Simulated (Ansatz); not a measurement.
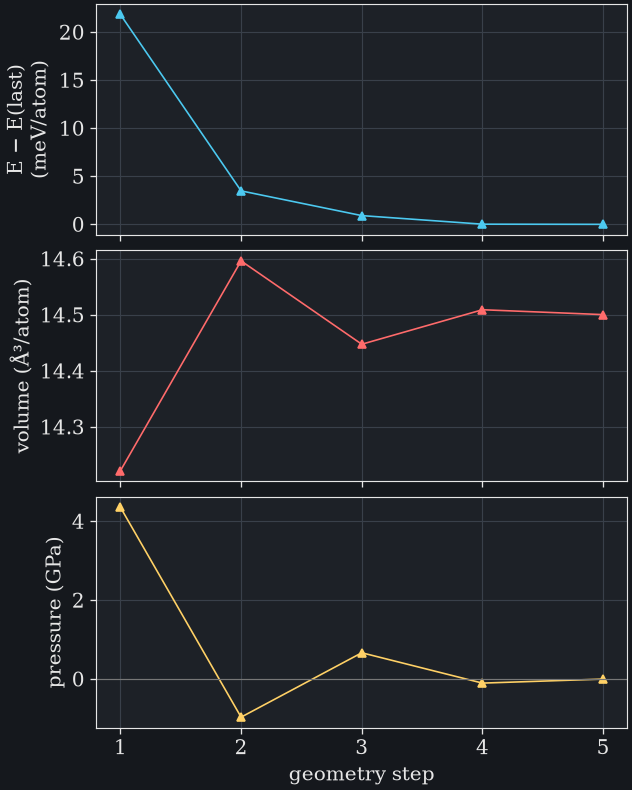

History of a geometry optimisation. Atoms and cell relax. A closing SCF on a freshly chosen basis isn't drawn.

```
crystal:
  lattice:
    - [4.279321, 0.0, 0.0]
    - [-2.139661, 3.706005, 0.0]
    - [0.0, 0.0, 5.380525]
  atoms:
    - { symbol: Ge, position: [0.3333, 0.6667, 0.75] }
    - { symbol: Ge, position: [0.6666, 0.3333, 0.25] }
    - { symbol: Ru, position: [0.3333, 0.6667, 0.25] }
    - { symbol: Ru, position: [0.6666, 0.3333, 0.75] }
    - { symbol: Al, position: [0.0, 0.0, 0.0] }
    - { symbol: Al, position: [0.0, 0.0, 0.5] }
  symmetry: { tolerance: 0.0003 }
kpoints:
  mp_grid: { grid: [5, 5, 4], shift: [0, 0, 0] }
magnetization:
  spin_polarized: false
scf:
  occupations: { method: fixed }
  max_iter: 60
hamiltonian:
  pseudopotentials: { kind: paw }
  xc: r2scan
basis:
  ecutwfc: 500
output:
  forces: true
  stress: true
  eigenvalues: true
relax:
  max_steps: 40
  cell: {}
```

Launched with:
```bash
ansatz run input.yaml --threads 1 --pin off --max-ram 2560MiB --backend cpu --events-out ev --progress --plain --runs-dir out
```

### How did the optimisation end?

The optimisation met its thresholds at geometry 5, counting the start as the first. The energy fell by about 22 meV/atom from the first step to the last. All forces vanish by symmetry, so only the cell moves.

### What happens to the cell?

The volume grows from 14.22 to 14.50 Å³ per atom (+2.0 %), overshooting to 14.60 at step 2, as the pressure goes from 4.4 GPa to about 0 GPa. The start was compressed.

### Is anything amiss with this input?

The input holds an odd setting (fixed occupations whatever the gap). The SCF closed; whether the result suffers can't be told from this run alone.
